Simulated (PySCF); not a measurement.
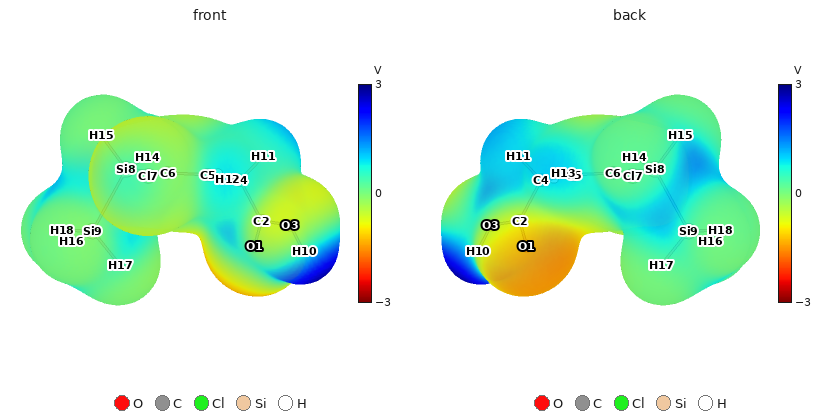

C4H9ClO2Si2 (SMILES O=C(O)C/C=C(\Cl)[SiH2][SiH3]). The molecular electrostatic potential painted on the density surface at 0.002 e/bohr³, seen from the front and from behind; red is negative and blue positive.

Geometry: GFN2-xTB.

Theory: PBE0/pcSseg-1, SCF density, gas phase, non-relativistic (PySCF).

| atom | x (Å) | y (Å) | z (Å) |
| --- | --- | --- | --- |
| O | -1.9317 | -1.8613 | 0.8021 |
| C | -2.5876 | -0.8824 | 0.5766 |
| O | -3.9091 | -0.9340 | 0.3572 |
| C | -2.0780 | 0.5389 | 0.4984 |
| C | -0.6031 | 0.6092 | 0.7294 |
| C | 0.3238 | 0.9535 | -0.1524 |
| Cl | -0.1313 | 1.4119 | -1.7715 |
| Si | 2.2013 | 0.9439 | 0.1020 |
| Si | 3.1089 | -0.8108 | -1.1053 |
| H | -4.2251 | -1.8503 | 0.4033 |
| H | -2.6189 | 1.1205 | 1.2500 |
| H | -2.3404 | 0.9343 | -0.4849 |
| H | -0.2660 | 0.3146 | 1.7126 |
| H | 2.3933 | 0.8851 | 1.5569 |
| H | 2.6461 | 2.2776 | -0.3238 |
| H | 2.9216 | -0.6484 | -2.5495 |
| H | 2.5320 | -2.1043 | -0.7338 |
| H | 4.5555 | -0.8916 | -0.8789 |

Which sites attract a positive test charge, and which a negative one?

Answer. A positive charge is drawn to the negative regions and a negative charge to the positive ones. The most negative region (about −1.6 V) lies over O1, the most positive (about +2.7 V) over H10. Cl7 shows a σ-hole: about +0.4 V at the tip opposite its bond, against about −0.2 V on its flanks. O1 is the likeliest acceptor of a hydrogen bond.

How polar is the molecule by this calculation?

Answer. Its dipole moment is 1.52 D.
